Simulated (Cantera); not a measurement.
Charge: 1 mol PbO, 0.17 mol H₂, 14 mol N₂, equilibrated at 0.540 bar.

Cantera equilibrium calculation (NASA polynomials, part measured and part estimated; ideal gas, pure solids and liquids). Candidate condensed phases: H₂O, Pb, PbO, PbO₂, Pb₃O₄; 27 gas species. Each liquid is taken as pure. Mutual solubility and eutectic melting of coexisting phases are not modelled. Gases not in the tables: (PbO)n polymers. Rates play no part.

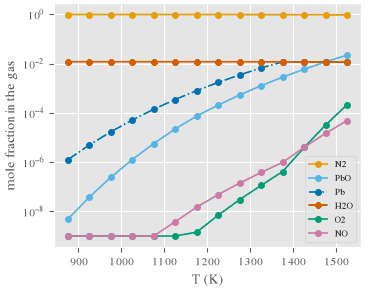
Fig. 1. Equilibrium gas composition (values under 1e-9 drawn at 1e-9)

From 875 K to 1125 K the condensed part is Pb(l) + PbO(yellow). From 1175 K to 1325 K the condensed part is Pb(l) + PbO(l). From 1375 K to 1525 K the condensed part is PbO(l).
